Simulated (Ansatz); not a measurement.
**Ligand exchange: CHBr2Cl + BCl3 → CHBrCl2 + BBrCl2**

Species: CHBr2Cl (chlorodibromomethane) `ClC(Br)Br`, singlet; BCl3 (boron trichloride) `ClB(Cl)Cl`, singlet; CHBrCl2 (bromodichloromethane) `ClC(Cl)Br`, singlet; BBrCl2 (bromodichloroborane) `ClB(Cl)Br`, singlet. The partners trade Br for Cl: C–Br and B–Cl bonds give way to C–Cl and B–Br.

Shapes, held fixed at every level: PBE0-D4/def2-TZVP. Programs: Ansatz 0.2.0. The zero-point and thermal change to 298 K, harmonic and unscaled (PBE0-D4/def2-TZVP), is +0.1 kJ/mol.

**The experiment to reproduce.** Tabulated heats of formation (Active Thermochemical Tables, NIST-JANAF tables): CHBr2Cl -3.0 (ATcT); BCl3 -403.0 (JANAF); CHBrCl2 -51.5 (ATcT); BBrCl2 -336.8 (JANAF) kJ/mol, which give ΔH(298 K) = +17.6 kJ/mol.

| level | kind | ΔH (kJ/mol) | computed − measured |
| --- | --- | --- | --- |
| HF/def2-TZVPP | Hartree–Fock | +15.2 | -2.4 |
| PBE-D4/def2-TZVPP | GGA | +14.4 | -3.2 |
| r2SCAN-D4/def2-TZVPP | meta-GGA | +14.8 | -2.8 |
| wB97M-V/def2-TZVPP | range-separated hybrid | +15.4 | -2.3 |
| B2PLYP/def2-TZVPP | double hybrid | +16.4 | -1.2 |
| MP2/def2-SVP | perturbation theory | +19.0 | +1.4 |
| CCSD/def2-TZVPP | coupled cluster or CI | +16.4 | -1.2 |
| CCSD(T)/def2-TZVPP | coupled cluster or CI | +16.4 | -1.3 |

All levels lie within 4 kJ/mol, near the uncertainty of the heats themselves, so they can't be ranked here. The tabulated values of BCl3, BBrCl2 are in doubt (older tables, estimates, or at odds with other calculations) and kept here. Relativity is left out for Br. Outer-core shells of Br are correlated in most correlated rows, in sets that cover them unevenly.

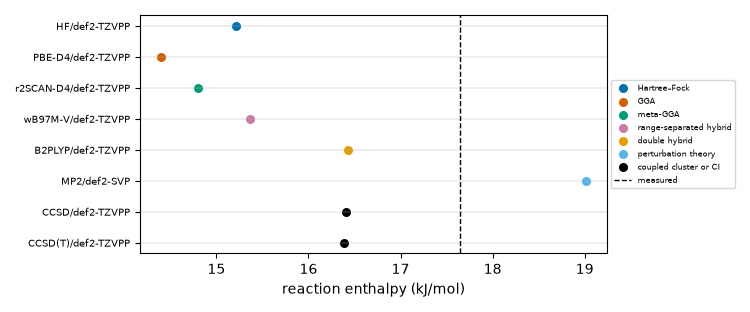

The values of the table, level by level.
